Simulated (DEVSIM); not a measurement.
Structure: Cr/SiO2/n-Si capacitor, at 300 K.

```csv
layer (left to right),material,thickness (nm),Nd (cm⁻³)
1,SiO2,26.0,-
2,Si,400,2.1e17
```

Metal gate on the left, work function 4.5 eV. Fixed charge at the semiconductor interface 9.3e10 cm⁻² (in units of +e); no interface traps.

The device is made up for the run: typed textbook-type constants, with dimensions and the other settings drawn at random. Values at 300 K.

```
parameter      SiO2       Si
-------------  ----  -------
gap (eV)          9    1.124
affinity (eV)   0.9     4.05
permittivity    3.9     11.7
Nc (cm⁻³)         -  2.86e19
Nv (cm⁻³)         -   3.1e19
```

DEVSIM, 1D Poisson equation in equilibrium, Boltzmann statistics, complete ionisation; no quantum confinement or tunnelling. Metal contacts follow the ideal Schottky-Mott rule: no Fermi-level pinning, no interface dipoles.

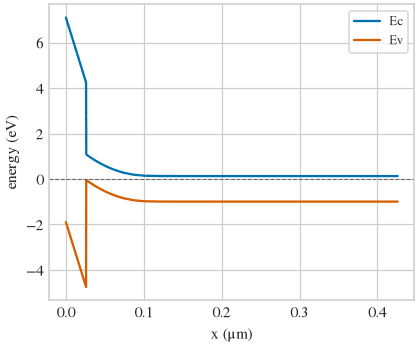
Figure. Band edges at -3.5 V on the gate

Energies count from the Fermi level of the right contact; mesh points crowd at the junctions.

```csv
x (μm),Ec (eV),Ev (eV),n (cm⁻³),p (cm⁻³),field (V/cm)
0.000,7.100,-1.900,< 1e2,< 1e2,-1100000
0.001089,6.980,-2.020,< 1e2,< 1e2,-1100000
0.003106,6.758,-2.242,< 1e2,< 1e2,-1100000
0.007097,6.319,-2.681,< 1e2,< 1e2,-1100000
0.01612,5.326,-3.674,< 1e2,< 1e2,-1100000
0.02144,4.740,-4.260,< 1e2,< 1e2,-1100000
0.02412,4.445,-4.555,< 1e2,< 1e2,-1100000
0.02591,4.248,-4.752,< 1e2,< 1e2,-1100000
0.02690,1.060,-0.064,< 1e2,2.7e18,-280000
0.02889,1.009,-0.115,320,3.7e17,-240000
0.03280,0.919,-0.205,10000,1.1e16,-220000
0.04463,0.678,-0.446,1.2e8,9.9e11,-180000
0.06367,0.385,-0.739,9.7e12,1.2e7,-120000
0.1010,0.143,-0.981,1.1e17,1000,-17000
0.2141,0.127,-0.997,2.1e17,550,≈ 0
0.3211,0.127,-0.997,2.1e17,550,≈ 0
0.3731,0.127,-0.997,2.1e17,550,≈ 0
0.3996,0.127,-0.997,2.1e17,550,≈ 0
0.4161,0.127,-0.997,2.1e17,550,≈ 0
0.4215,0.127,-0.997,2.1e17,550,≈ 0
0.4243,0.127,-0.997,2.1e17,550,≈ 0
0.4260,0.127,-0.997,2.1e17,550,≈ 0
```
